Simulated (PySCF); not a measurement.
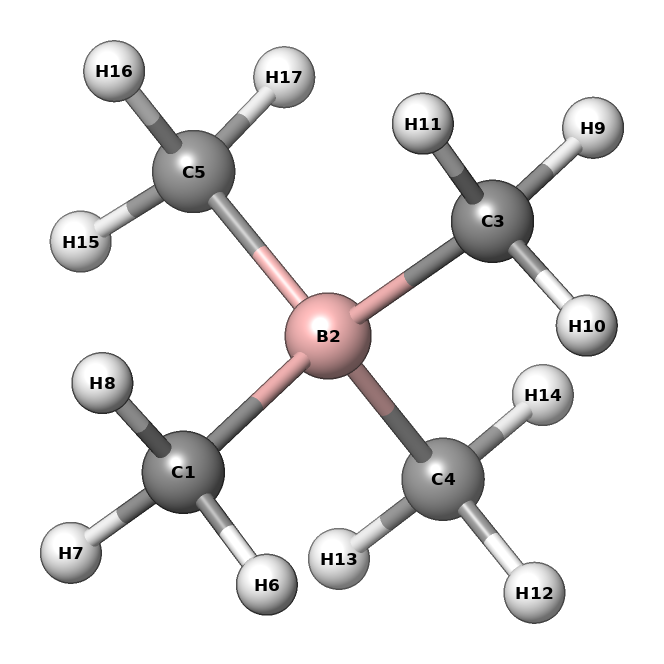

Charge −1, singlet. Computed geometry: PBE0-D3(BJ)/def2-TZVP optimisation. No frequency run is at hand to confirm it as a minimum. Method: GIAO ωB97X-D/pcSseg-2 NMR shielding, non-relativistic, gas phase (PySCF 2.14.0), and the same with a continuum solvent (IEF-PCM, Bondi radii x 1.2, gas-phase geometry).

How do HOMO–LUMO gap (eV), σ(C1) (ppm), σ(B2) (ppm), σ(H6) (ppm) change in chloroform (ε = 4.7)?

| medium | HOMO–LUMO gap (eV) | σ(C1) (ppm) | σ(B2) (ppm) | σ(H6) (ppm) |
| --- | --- | --- | --- | --- |
| gas phase | 10.00 | 168.6 | 126.1 | 32.39 |
| chloroform | 10.45 | 169.8 | 126.7 | 32.38 |
